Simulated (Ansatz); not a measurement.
```xyz
9

Ga   -2.5522    0.0247   -1.1817
In    0.4224   -2.2718   -1.4555
N     2.1585   -1.2003    0.1543
N    -0.9457   -0.4832   -0.7960
H     1.8703   -1.1583    1.1342
H     3.0075   -1.7698    0.1389
H     2.4542   -0.2549   -0.0984
H    -0.4685    0.1295   -0.1275
H    -3.9762    0.2845   -1.6614
```

Geometry: PBE0-D3(BJ)/def2-SVP; core potentials replace the inner electrons of In.

The calculation used isolated molecule in a Gaussian basis; Kohn-Sham density functional theory, functional PBE0 in Ansatz.

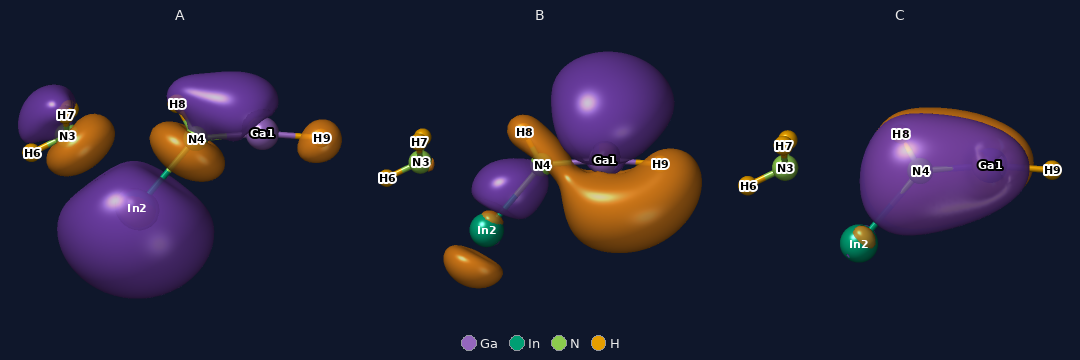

GaH₅InN₂ (charge +1). Three frontier orbitals at ±0.06 Å⁻³ᐟ² (orange and purple are the two phases), in no order.

Q: Which picture is the HOMO−1, the HOMO and the LUMO?

A: C is the HOMO−1 (−11.70 eV). It lies mainly on N4 (about 70 %) and Ga1 (about 20 %). A is the HOMO (−10.47 eV). Its weight (Hirshfeld) is mainly on In2 (about 70 %), N4 (about 10 %) and N3 (about 10 %). B is the LUMO (−5.80 eV). It lies mainly on Ga1 (about 75 %), H9 (about 10 %), N4 (about 10 %) and In2 (about 10 %).

Q: What is the HOMO–LUMO gap?

A: 4.67 eV between the orbital energies.
